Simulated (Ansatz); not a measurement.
# H₂O+ (quartet): inputs that go wrong

4 inputs are run for H₂O+ (quartet) as typed; the log has to tell whether the result can be used and what must change.

Computed with Ansatz 0.2.0, Gaussian basis. Level: the settings change from run to run.

3 further runs of the same task are left out: 3 set aside as unsound or not needed.

### Step 1. The system

The geometry is a PBE0/def2-TZVP stationary point (not a proven minimum) of the parent state, kept for this charge and spin.

3 atoms, charge 1, spin multiplicity 4.

Atoms are counted from 1 here; the program's logs count them from 0.

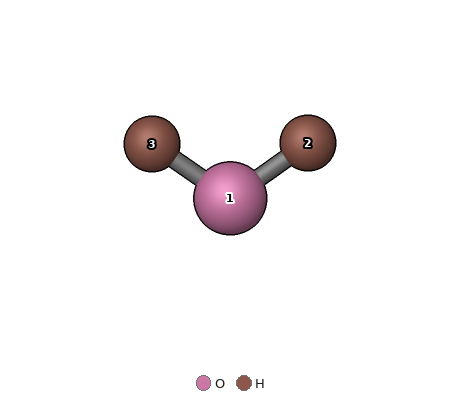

The structure; oxygen pink, hydrogen brown; atoms are numbered from 1 in the order of the file.

As a file:

```
O     0.0000   -0.0646    0.0000
H     0.0000    0.5128   -0.8211
H     0.0000    0.5128    0.8211
```

### Step 2. Attempt 1

in.yaml reads:

```yaml
crystal:
  periodic: [false, false, false]
  atoms:
    - {symbol: O, position_ang: [0.000000, -0.064607, 0.000000]}
    - {symbol: H, position_ang: [0.000000, 0.512764, -0.821140]}
    - {symbol: H, position_ang: [0.000000, 0.512764, 0.821140]}
basis:
  gaussian: {orbitals: cc-pVDZ, fitting: {mean_field: def2-universal-jkfit}}
total_charge: 1
magnetization: {spin_polarized: false, initial_magnetization: 3}
correlation: {method: fic_mrcisd_q, electrons: valence, active_space: {window: {electrons: 7, orbitals: 6}, states: [{multiplicity: 4, weights: [1, 0.5, 1]}], root: 1}}
scf: {lower_state_search: light}
symmetry: c1
```

Launch:

```console
> ansatz run in.yaml --threads 1 --pin off --events-out ev --progress --plain --max-ram 2393MiB
```

The log of the run:

```text
Error: YAML parse error: error: line 13 column 1: unknown field `symmetry`, expected one of crystal, accuracy, basis, kpoints, hamiltonian, magnetization, projection, total_charge, correlation, batch, efield, external_charges, scf, relax, neb, saddle, md, ramp, phonons, dielectric, real_time, elastic, magnetic_configurations, gw, evaluate, workflow, output, checkpoint, execution
  --> <input>:13:1
   |
11 | correlation: {method: fic_mrcisd_q, electrons: valence, active_sp…
12 | scf: {lower_state_search: light}
13 | symmetry: c1
   | ^ unknown field `symmetry`, expected one of crystal, accuracy, basis, kpoints, hamiltonian, magnetization, projection, total_charge, correlation, batch, efield, external_charges, scf, relax, neb, saddle, md, ramp, phonons, dielectric, real_time, elastic, magnetic_configurations, gw, evaluate, workflow, output, checkpoint, execution
```

Run time: 0.03 s. Hardware: 1 thread of Arm Neoverse V2, shared host.

What is wrong: The run was refused. The input holds a key that the program doesn't read here. Fix: remove it or spell it as the reference does.

### Step 3. Attempt 2

in.yaml reads:

```yaml
crystal:
  periodic: [false, false, false]
  atoms:
    - {symbol: O, position_ang: [0.000000, -0.122088, 0.000000]}
    - {symbol: H, position_ang: [0.000000, 0.968970, -1.551708]}
    - {symbol: H, position_ang: [0.000000, 0.968970, 1.551708]}
basis:
  gaussian: {orbitals: cc-pVDZ}
total_charge: 1
magnetization: {spin_polarized: true, initial_magnetization: 3}
hamiltonian: {pseudopotentials: {relativity: scalar}}
correlation: {method: mp2, electrons: outside_noble_gas}
```

The command is unchanged.

The log of the run, cut to the lines that bear on the results:

```text
Functional definition: HF
  name "HF"
  cite "Fock, Z. Phys. 61, 126 (1930) doi:10.1007/BF01340294"
  parent pbe
[...]
218 factors; integrals over basis functions are off by at most 1.3e-3 eV
[...]
mean field -2051.98110465 eV, -75.4089147131 hartree, gradient 2.4e-6 eV, S^2 4.311802; 19 other end points of the search recorded, 0 dependent functions left out
1 core orbitals not correlated: weight in the atoms' cores, before any rotation towards them, 1.000 or more for the frozen orbitals, at most 0.000 for the correlated occupied ones
reference -2051.98110465 eV, -75.4089147131 hartree; 5, 2 occupied and 18, 21 virtual orbitals, 218 factors
second order -2.51529048 eV of doubles, -0.00000000 eV of singles
Total energy: -2054.49639513 eV, -75.5013499332 hartree
Relativity: scalar
```

Run time: 0.24 s. Hardware: 1 thread of Arm Neoverse V2, shared host.

**Diagnosis.** The run converged, which proves nothing about the input. The coordinates are scaled by the bohr-ångström factor. The shortest distance is 1.90 Å, against 1.00 Å in the geometry of step 1. Its energy belongs to another geometry. Cure: restore the coordinates in ångström.

### Step 4. Attempt 3

in.yaml reads:

```yaml
crystal:
  periodic: [false, false, false]
  atoms:
    - {symbol: O, position_ang: [0.000000, -0.064607, 0.000000]}
    - {symbol: H, position_ang: [0.000000, 0.512764, -0.821140]}
    - {symbol: H, position_ang: [0.000000, 0.512764, 0.821140]}
basis:
  gaussian: {orbitals: cc-pVDZ}
total_charge: 1
magnetization: {spin_polarized: true, initial_magnetization: 4}
hamiltonian: {xc: hf}
scf: {lower_state_search: off}
output: {forces: true, orbitals: {seedname: orbitals}}
```

Same command.

The log of the run:

```text
Error: a molecule whose nuclei and cores have a total charge of 10 cannot have a net charge of 1 together with 4 unpaired electrons
```

It took 0.03 s on 1 thread of Arm Neoverse V2, shared host.

Diagnosis: The run was refused. The number of unpaired electrons doesn't fit the electron count. Cure: make charge and initial_magnetization agree.

### Step 5. Attempt 4

in.yaml reads:

```yaml
crystal:
  periodic: [false, false, false]
  atoms:
    - {symbol: O, position_ang: [0.000000, -0.064607, 0.000000]}
    - {symbol: H, position_ang: [0.000000, 0.512764, -0.821140]}
    - {symbol: H, position_ang: [0.000000, 0.512764, 0.821140]}
basis:
  gaussian: {orbitals: cc-pVDZ}
total_charge: 1
magnetization: {spin_polarized: false, initial_magnetization: 3}
correlation: {method: ccsd_t, frozen_orbitals: {O: 20}}
accuracy: high
```

Same command.

The log of the run:

```text
Functional definition: HF
  name "HF"
  cite "Fock, Z. Phys. 61, 126 (1930) doi:10.1007/BF01340294"
  parent pbe
  exchange = exact_x
  correlation = 0
Error: "frozen_orbitals" has no count for H
```

Wall time 0.03 s (1 thread of Arm Neoverse V2, shared host).

Diagnosis: The run was refused. The frozen-orbital counts are incomplete or too large. Fix: leave frozen_orbitals out, or give each element a count that its core has.

### Step 6. Summary

```
attempt                    level      ended                                                            cause    time
      1    MRCISD+Q(7,6)/cc-pVDZ    refused         the input holds a key that the program doesn't read here  0.03 s
      2       MP2 on UHF/cc-pVDZ  converged           the coordinates are scaled by the bohr-ångström factor  0.24 s
      3               HF/cc-pVDZ    refused  the number of unpaired electrons doesn't fit the electron count  0.03 s
      4  CCSD(T) on ROHF/cc-pVDZ    refused            the frozen-orbital counts are incomplete or too large  0.03 s
```

3 refused, 1 converged. The input that converges on a wrong geometry or spin is the dangerous one: no error points at it, so geometry and ⟨S²⟩ have to be checked.
